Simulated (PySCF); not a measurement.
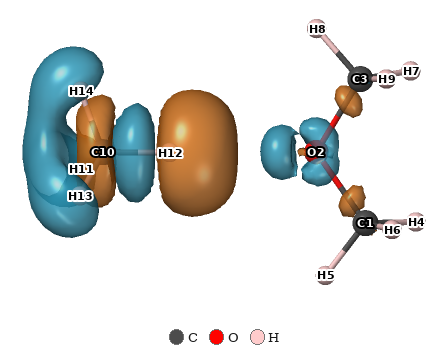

Figure. C$_{3}$H$_{10}$O, SMILES `COC.C`. Density of the complex less the densities of the two fragments at the same geometry, ±0.0015 e/Å³ (light blue: gain, orange: loss). Fragment A: H6C2O (atoms 1–9); fragment B: H4C.

Computed with PySCF, PBE/def2-SVPD, geometry: GFN2-xTB.

> How is the density rearranged on binding?

Hirshfeld charges show 0.007 e passing from A to B. By Hirshfeld charges, electrons gather most on H14 (−0.005 e) and leave H12 most (+0.013 e); 0.04 e is displaced in all, which induces a dipole of 0.34 D.

> What is the interaction energy, and which contacts carry it?

The counterpoise-corrected interaction energy of the frozen fragments is −0.4 kcal/mol without dispersion correction and −1.0 kcal/mol with D3(BJ). The pair geometry is semi-empirical, not a minimum at this level. Contacts: O2···H12, weak C–H hydrogen bond, 2.38 Å, ρ = 0.011 a.u. The pose is a local one from a semi-empirical search, not shown to be the most stable.

Run time: 2.3 min on 1 thread of Intel(R) Xeon(R) Processor @ 2.50GHz (Skylake/Cascade Lake), with other jobs on the host, peak memory 0.57 GiB.
